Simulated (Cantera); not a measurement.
Feed: 1 mol Si, 0.66 mol Cl₂, 4.6 mol H₂, at 0.480 bar.

Equilibrium computed with Cantera from the NASA thermochemical tables; the gas is ideal and each condensed phase is pure. Candidate condensed phases: Si; 19 gas species. The tables' values for SiCl₃ are old estimates; treat these amounts as uncertain. Equilibrium is a limit: real reactors are often held back by kinetics, nucleation or transport.

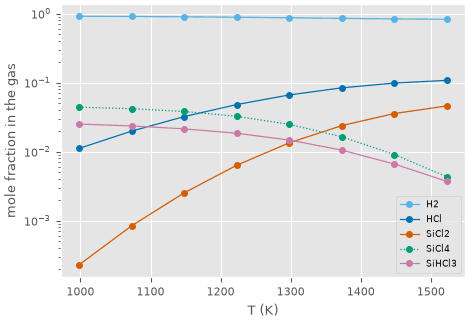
Equilibrium gas composition (values under 1e-9 drawn at 1e-9)

From 998 K to 1523 K the condensed part is Si(s). The main Si-bearing gas is SiCl₄ at 998 K and SiCl₂ at 1523 K. The share of Si in condensed phases is highest at 1373 K (68.9 %) and lowest at 998 K (64.8 %).
